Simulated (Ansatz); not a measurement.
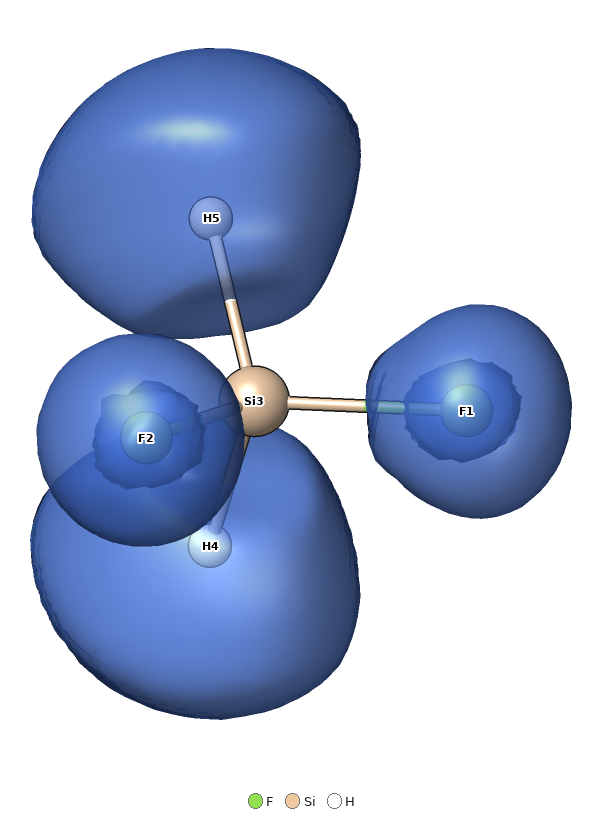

F2H2Si (SMILES F[SiH2]F). Isosurface of the ELF at 0.75 (blue), seen at a tilt. Core shells and regions of very low density are left out.

Geometry: BLYP-D3(BJ)/def2-SVP.

Theory: isolated molecule in a Gaussian basis; Kohn-Sham density functional theory, functional PBE0 (Ansatz).

```xyz
5

F    -2.9077    1.4056    1.5426
F    -2.0184    2.7210    3.6442
Si   -1.6652    1.5310    2.5890
H    -0.4429    1.9171    1.8303
H    -1.5461    0.2504    3.3403
```

**Identify the bonds, lone pairs and shells in this picture.**

At this value the surface marks out two regions around hydrogen nuclei and two regions wrapped around F (its lone pairs, merged into a ring or cap). Along the contacts the grid gives the following. Si–F (1.63 Å): the ELF peaks at about 0.85 in the valence shell of F, 0.6 Å from its nucleus, and is about 0.55 at the midpoint. Si–H (1.49 Å): the ELF climbs to about 1 towards the hydrogen, as it does in any bond to H.
